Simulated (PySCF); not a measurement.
**One shape, several levels: [GeH3]− (SMILES [GeH3-])**

We compute a comparison of 6 runs (PBE0/STO-3G, r2SCAN/STO-3G, MP2/STO-3G, CCSDT/STO-3G, CISD/STO-3G, FCI/STO-3G) of [GeH3]−. The job is set up through a Python script.

Program for the calculation: PySCF 2.14.0.

7 further runs of the same task are left out: 7 set aside as unsound or not needed.

### 1 The system as given

[GeH3]− has 4 atoms, charge -1, and is taken as a singlet. As SMILES, `[GeH3-]`. The Ge1–H4 distance was set to 2.636 Å, away from the relaxed value. At this shape a bond of the SMILES string is far longer than usual.

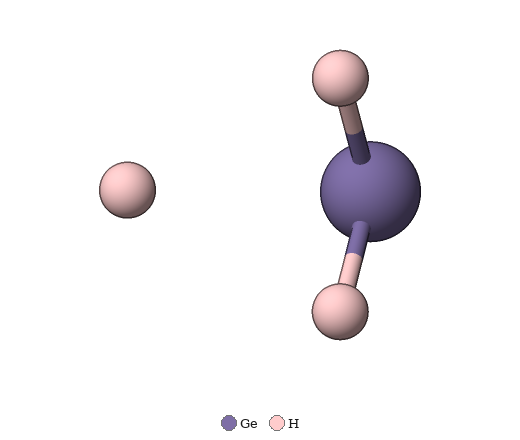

The structure, seen from a chosen angle (germanium purple, hydrogen pink).

### 2 A single-point energy at PBE0/STO-3G (run 1)

File input.py:

```python
from pyscf import gto, dft

system = gto.M(
    atom=[
    ('Ge', (0.934904, -1.018029, -0.488393)),
    ('H', (1.401024, -0.588779, 1.142917)),
    ('H', (-0.474876, -1.833659, 0.155927)),
    ('H', (-0.463100, 1.211260, -0.649430)),
],
    max_memory=1860,
    charge=-1,
    basis='sto-3g',
    verbose=4,
)

mf = dft.RKS(system, xc='pbe0')
mf.conv_tol = 1e-10
mf.grids.level = 5
mf.kernel()
if not mf.converged:
    mf = mf.newton().run(mf.mo_coeff, mf.mo_occ)

energy = mf.e_tot
print('E = %.10f Eh' % energy)
```

On the command line:

```bash
$ OMP_NUM_THREADS=1 python input.py
```

Standard output:

```text
PySCF version 2.14.0

[... 79 lines left out ...]
converged SCF energy = -2054.28208677043
E = -2054.2820867704 Eh
```

Wall time 2.4 s (1 thread of Arm Neoverse V2, shared host); peak memory 0.19 GiB.

### 3 The energy at r2SCAN/STO-3G (run 2)

File mol.xyz:

```xyz
4

Ge     0.934904    -1.018029    -0.488393
H      1.401024    -0.588779     1.142917
H     -0.474876    -1.833659     0.155927
H     -0.463100     1.211260    -0.649430
```

File run.py:

```python
from pyscf import gto, dft

molecule = gto.Mole()
molecule.atom = 'mol.xyz'
molecule.basis = 'sto-3g'
molecule.max_memory = 1860
molecule.verbose = 3
molecule.charge = -1
molecule.build()

mf = dft.RKS(molecule, xc='r2scan')
mf.conv_tol = 1e-10
mf.grids.level = 5
mf.kernel()
if not mf.converged:
    mf = mf.newton().run(mf.mo_coeff, mf.mo_occ)

energy = mf.e_tot
print('E = %.10f Eh' % energy)
```

On the command line:

```bash
$ OMP_NUM_THREADS=1 python run.py
```

Standard output:

```text
converged SCF energy = -2054.57870666994
E = -2054.5787066699 Eh
```

Run time: 4.2 s. Hardware: 1 thread of Arm Neoverse V2, shared host; peak memory 0.2 GiB.

Runs 3 to 5 aren't shown in full; the table further down has their settings and results.

### 4 The energy at FCI/STO-3G (run 6)

File job.py:

```python
from pyscf import gto, scf, mcscf
from pyscf import fci

molecule = gto.M(
    atom='''
Ge     0.934904    -1.018029    -0.488393
H      1.401024    -0.588779     1.142917
H     -0.474876    -1.833659     0.155927
H     -0.463100     1.211260    -0.649430
''',
    charge=-1,
    max_memory=1860,
    basis='sto-3g',
    verbose=3,
)

hf = scf.RHF(molecule)
hf.conv_tol = 1e-10
hf.kernel()
if not hf.converged:
    hf = hf.newton().run(hf.mo_coeff, hf.mo_occ)

cas = mcscf.CASCI(hf, hf.mo_coeff.shape[-1] - 9, (molecule.nelec[0] - 9, molecule.nelec[1] - 9))  # full CI above the frozen core
cas.fcisolver = fci.direct_spin0.FCI(molecule)  # even spin states alone
cas.kernel()
print('<S^2> = %.4f' % cas.fcisolver.spin_square(cas.ci, cas.ncas, cas.nelecas)[0])
e_final = cas.e_tot
print('E = %.10f Eh' % e_final)
```

On the command line:

```bash
$ OMP_NUM_THREADS=1 python job.py
```

Standard output:

```text
converged SCF energy = -2053.09256588223
CASCI E = -2053.19692175938  E(CI) = -104.230322532488  S^2 = 0.0000000
<S^2> = 0.0000
E = -2053.1969217594 Eh
```

It took 1.1 s on 1 thread of Arm Neoverse V2, shared host; peak memory 0.13 GiB.

### 5 The series

| run | level | integration grid | frozen core orbitals | energy (Eh) | HOMO energy (eV) | LUMO energy (eV) | HOMO–LUMO gap (eV) | wall time |
| --- | --- | --- | --- | --- | --- | --- | --- | --- |
| 1 | PBE0/STO-3G | 5 | – | -2054.282087 | 5.15 | 9.32 | 4.17 | 2.4 s |
| 2 | r2SCAN/STO-3G | 5 | – | -2054.578707 | 7.69 | 8.41 | 0.72 | 4.2 s |
| 3 | MP2/STO-3G | – | 9 | -2053.156357 | 2.46 | 12.81 | 10.35 | 0.56 s |
| 4 | CCSDT/STO-3G | – | 9 | -2053.197308 | 2.46 | 12.81 | 10.35 | 1 s |
| 5 | CISD/STO-3G | – | 9 | -2053.187932 | 2.46 | 12.81 | 10.35 | 0.58 s |
| 6 | FCI/STO-3G | – | 9 | -2053.196922 | 2.46 | 12.81 | 10.35 | 1.1 s |

### 6 What came out

| quantity | value |
| --- | --- |
| run 6: total energy | -2053.19692 Eh |
| run 6: HOMO energy (Hartree–Fock orbitals) | 2.46 eV |
| run 6: LUMO energy (Hartree–Fock orbitals) | 12.81 eV |
| run 6: HOMO–LUMO gap (to an unbound level, set by the basis) | 10.35 eV |
| run 6: correlation energy (9 core orbitals frozen) | -104.4 mEh |

Against full CI in this basis: MP2 +40.6 mEh; CCSDT -0.4 mEh; CISD +9.0 mEh. Totals of different functionals can't be ranked against each other. In runs 1, 2, 3, 4, 5, 6 the HOMO lies above zero, so the outermost electron may be held by the basis alone. In runs 1, 2, 3, 4, 5, 6 the basis is minimal, so the values are rough. All runs together took 9.8 s, the longest 4.2 s.
